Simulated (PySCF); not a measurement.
Molecule (SMILES): ClCl (Cl2).
Geometry (B3LYP-D3(BJ)/def2-TZVP, fixed):
```xyz
2

Cl     0.0000     0.0000    -1.0068
Cl     0.0000     0.0000     1.0068
```

Basis-set convergence of the mean static polarisability at HF with PySCF. All functions are spherical. Density fitting with generated auxiliary sets. No added dispersion term, no relativity. Reference: the value in aug-pcseg-3, 30.45 bohr³, itself unsure by roughly 0.4 % (its mean distance from aug-cc-pV(Q+d)Z, aug-pcseg-2, aug-cc-pV(T+d)Z). Deviations are taken from unrounded values.

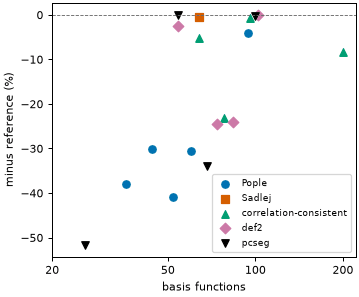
Fig. 1. Deviation from the reference against the number of basis functions, by family of sets.

```
basis              functions  mean static polarisability (bohr³)  minus reference (%)
-----------------  ---------  ----------------------------------  -------------------
pcseg-0                   26                               14.72                -51.7
6-31G**                   36                               18.90                -37.9
6-31+G*                   44                               21.29                -30.1
6-311G**                  52                               18.03                -40.8
aug-pcseg-1               54                               30.45                  0.0
def2-SVPD                 54                               29.67                 -2.6
6-311+G**                 60                               21.13                -30.6
Sadlej pVTZ               64                               30.32                 -0.4
aug-cc-pV(D+d)Z           64                               28.88                 -5.2
pcseg-2                   68                               20.11                -33.9
def2-TZVP                 74                               23.01                -24.4
cc-pV(T+d)Z               78                               23.43                -23.1
def2-TZVPP                84                               23.11                -24.1
6-311++G(3df,3pd)         94                               29.23                 -4.0
jun-cc-pV(T+d)Z           96                               30.21                 -0.8
aug-pcseg-2              100                               30.35                 -0.3
def2-TZVPPD              102                               30.47                  0.0
cc-pV(5+d)Z              200                               27.89                 -8.4
```
